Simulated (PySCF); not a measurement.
```yaml
atoms:
  - { symbol: Si, position_ang: [0.0632, 0.5956, -0.1072] }
  - { symbol: C, position_ang: [-0.0693, 0.6374, 1.7659] }
  - { symbol: C, position_ang: [-0.8033, 1.5201, 2.4547] }
  - { symbol: H, position_ang: [0.4534, -0.1423, 2.3393] }
  - { symbol: H, position_ang: [-1.3618, 2.3211, 1.9565] }
  - { symbol: H, position_ang: [-0.8907, 1.4861, 3.5471] }
  - { symbol: C, position_ang: [1.8731, 0.4660, -0.5712] }
  - { symbol: C, position_ang: [2.8849, 0.5760, 0.2977] }
  - { symbol: H, position_ang: [2.1153, 0.3231, -1.6336] }
  - { symbol: H, position_ang: [2.7114, 0.7315, 1.3689] }
  - { symbol: H, position_ang: [3.9343, 0.5250, -0.0151] }
  - { symbol: C, position_ang: [-0.7130, 2.1496, -0.8071] }
  - { symbol: C, position_ang: [-1.4681, 2.1530, -1.9118] }
  - { symbol: H, position_ang: [-0.5192, 3.1099, -0.3107] }
  - { symbol: H, position_ang: [-1.6778, 1.2234, -2.4536] }
  - { symbol: H, position_ang: [-1.8998, 3.0709, -2.3270] }
  - { symbol: N, position_ang: [-0.7464, -0.7502, -0.8558] }
  - { symbol: C, position_ang: [-0.2142, -2.0928, -0.9482] }
  - { symbol: C, position_ang: [-0.5149, -2.9807, 0.2516] }
  - { symbol: H, position_ang: [-1.7618, -0.7302, -0.8195] }
  - { symbol: H, position_ang: [-0.5928, -2.5792, -1.8664] }
  - { symbol: H, position_ang: [0.8782, -2.0191, -1.0806] }
  - { symbol: H, position_ang: [-0.0778, -2.5627, 1.1721] }
  - { symbol: H, position_ang: [-0.1114, -3.9962, 0.1110] }
  - { symbol: H, position_ang: [-1.6014, -3.0715, 0.4136] }
```

Geometry: PBE0-D3(BJ)/def2-SVP.

Method: B3LYP/def2-SVPD, SCF density, gas phase in PySCF 2.14.0.

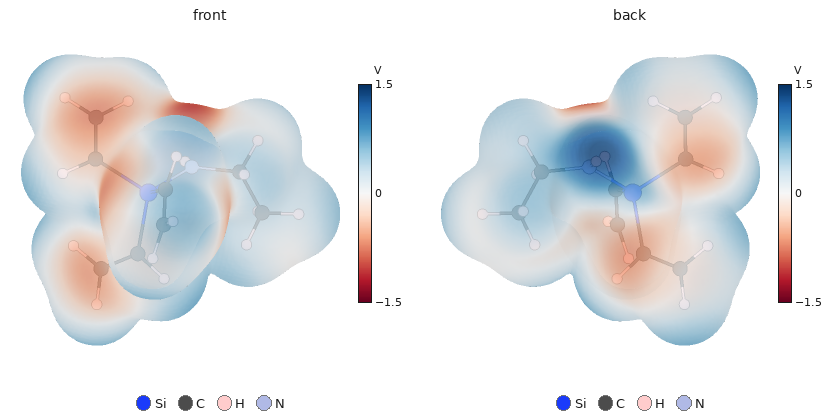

C8H15NSi (Si(vinyl)3(NHEt)). The electrostatic potential painted on the density surface at 0.002 e/bohr³, seen from the front and from behind; the colour scale runs from red (negative) to blue (positive).

Describe the electrostatic potential map.

The most negative region (about −0.9 V, or −21 kcal/mol for a unit charge) lies over N17, the most positive (about +1.3 V, or +30 kcal/mol for a unit charge) over H20.

How polar is the molecule by this calculation?

Its dipole moment is 0.54 D.
